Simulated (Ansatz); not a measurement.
Complex (SMILES): Cl (HCl) with C#N (CH-N), atoms 1 to 2 the first; geometry from B3LYP-D3(BJ)/def2-TZVP, monomers rigid:
```xyz
5

Cl     0.5827     0.3550    -0.5709
H     -0.2332    -0.1068     0.3213
C     -2.2420    -1.2590     2.4984
N     -1.5177    -0.8394     1.7187
H     -2.9178    -1.6506     3.2258
```

Basis-set convergence of the counterpoise-corrected interaction energy at B3LYP with Ansatz (a quantum-chemistry and plane-wave program). Cartesian d functions, on some or all atoms, in 6-31G**; all else is spherical. The program fits the integrals of some runs and decomposes those of others, by size. No added dispersion term, no relativity. Functions are those of the species that has most. Reference: the value in aug-pcseg-3, -3.96 kcal/mol, itself unsure by roughly 0.01 kcal/mol (its mean distance from aug-cc-pV(Q+d)Z, def2-QZVPPD). Deviations are taken from unrounded values. Cost is core time over that of aug-cc-pV(D+d)Z, rough, on shared machines of one kind; a dash marks a row that isn't timed (too short, read off another run, short of memory, by another algorithm or on other hardware).

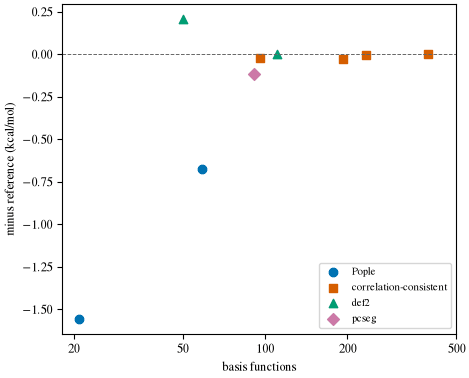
Fig. 1. Deviation from the reference against the number of basis functions, by family of sets.

| basis | functions | counterpoise-corrected interaction energy (kcal/mol) | minus reference (kcal/mol) | cost |
|---|---|---|---|---|
| STO-3G | 21 | -5.51 | -1.56 | - |
| def2-SV(P) | 50 | -3.75 | 0.21 | - |
| 6-31G** | 59 | -4.64 | -0.68 | 0.6× |
| aug-pcseg-1 | 91 | -4.08 | -0.12 | 0.9× |
| aug-cc-pV(D+d)Z | 96 | -3.98 | -0.02 | 1× |
| def2-TZVP | 111 | -3.96 | 0.00 | 0.9× |
| aug-cc-pV(T+d)Z | 193 | -3.99 | -0.03 | 2× |
| cc-pV(Q+d)Z | 234 | -3.96 | 0.00 | 2× |
| cc-pV(5+d)Z | 392 | -3.96 | 0.00 | 6× |
